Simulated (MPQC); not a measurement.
# GaF (SMILES [F][Ga]) at HF/def2-TZVPPD

What is the energy change on altering one bond length of GaF at HF/def2-TZVPPD? 

Program for the calculation: MPQC 2.3.1.

5 further runs of the same task are left out: 1 that didn't finish, 4 set aside as unsound or not needed. Runs told in other sessions of the task aren't counted.

## (1) The molecule

GaF has 2 atoms, charge 0, and is taken as a singlet. As SMILES, `[F][Ga]`. Geometry: a GFN2-xTB relaxation, a rough one for these elements and not checked as a minimum.

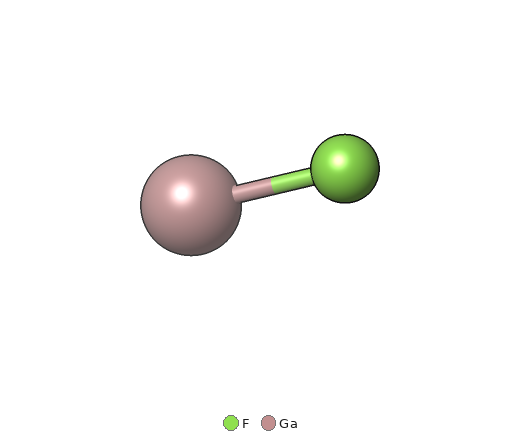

Viewed from a chosen angle; fluorine green, gallium pink.

## (2) The energy at HF/def2-TZVPPD

The input, job.in:

```
% FGa
molecule<Molecule>: (
  symmetry = c1
  unit = angstrom
  { atoms geometry } = {
    F  [ 0.000000       0.000000       0.000000 ]
    Ga [ 0.000000       0.000000       1.799150 ]
  }
)
basis<GaussianBasisSet>: (
  name = "def2-TZVPPD"
  molecule = $:molecule
  basisdir = "."
  puream = yes
)
mpqc: (
  checkpoint = no
  savestate = no
  restart = no
  do_energy = yes
  do_gradient = no
  optimize = no
  mole<CLHF>: (
    molecule = $:molecule
    basis = $:basis
    total_charge = 0
    memory = 1000000000
    print_evals = yes
    maxiter = 120
    value_accuracy = 1e-08
    guess_wavefunction<ExtendedHuckelWfn>: (
      molecule = $:molecule
      total_charge = 0
      multiplicity = 1
      basis<GaussianBasisSet>: (
        name = "STO-3G"
        molecule = $:molecule
      )
    )
  )
)
```

The basis set def2-TZVPPD is read from a file made from the Basis Set Exchange's data (not shown).

The run is started by

```console
mpqc job.in > job.out
```

Standard output:

```text
MPQC: Massively Parallel Quantum Chemistry
[...]
  CLSCF::init: total charge = 0
[...]
  nbasis = 94
[...]
  iter     1 energy = -1837.2620862766 delta = 1.15503e-01
[...]
  LUMO is    21   A =   0.038847
  total scf energy = -2022.7910674726
Value of the MolecularEnergy: -2022.7910674726
[...]
      symmetry = c1
[...]
```

Run time: 27 s. Hardware: 1 thread of Arm Neoverse N1, shared host; peak memory 0.49 GiB.

## (3) The distorted shape at the same level

The input, mol.in:

```
% FGa
molecule<Molecule>: (
    symmetry = c1
    unit = angstrom
    { atoms geometry } = {
        F  [ 0.000000 0.000000 -2.158950 ]
        Ga [ 0.000000 0.000000 1.799150 ]
    }
)
basis<GaussianBasisSet>: (
    name = "def2-TZVPPD"
    molecule = $:molecule
    basisdir = "."
    puream = yes
)
mpqc: (
    checkpoint = no
    savestate = no
    restart = no
    do_energy = yes
    do_gradient = no
    optimize = no
    mole<CLHF>: (
        molecule = $:molecule
        basis = $:basis
        total_charge = 0
        memory = 1000000000
        print_evals = yes
        maxiter = 120
        value_accuracy = 1e-08
        guess_wavefunction<CLHF>: (
            molecule = $:molecule
            total_charge = 0
            memory = 1000000000
            value_accuracy = 1e-3
            basis<GaussianBasisSet>: (
                name = "3-21G"
                molecule = $:molecule
            )
        )
    )
)
```

The basis set def2-TZVPPD is read from a file made from the Basis Set Exchange's data (not shown).

The run is started by

```console
mpqc mol.in > mol.out
```

Standard output:

```text
MPQC: Massively Parallel Quantum Chemistry
[...]
  LUMO is    21   A =  -0.064812
  total scf energy = -2022.6156584339
Value of the MolecularEnergy: -2022.6156584339
[...]
      symmetry = c1
[...]
```

It took 14 s on 1 thread of Arm Neoverse N1, shared host; peak memory 0.49 GiB.

## (4) What came out

At HF/def2-TZVPPD:

| quantity | value |
| --- | --- |
| first shape: total energy | -2022.79107 Eh |
| first shape: HOMO energy | -10.03 eV |
| first shape: LUMO energy | 1.06 eV |
| first shape: HOMO–LUMO gap | 11.09 eV |
| distorted shape: total energy | -2022.61566 Eh |
| distorted shape: HOMO energy | -8.83 eV |
| distorted shape: LUMO energy | -1.76 eV |
| distorted shape: HOMO–LUMO gap | 7.07 eV |
| energy change with the F1–Ga2 bond stretched from 1.799 to 3.958 Å | 4.773 eV |

In words: With the F1–Ga2 bond stretched from 1.799 to 3.958 Å the energy rises by 4.77 eV (461 kJ/mol). The first shape isn't relaxed at this level, so the change isn't measured from a minimum. A restricted reference can't describe the breaking bond well at this length.
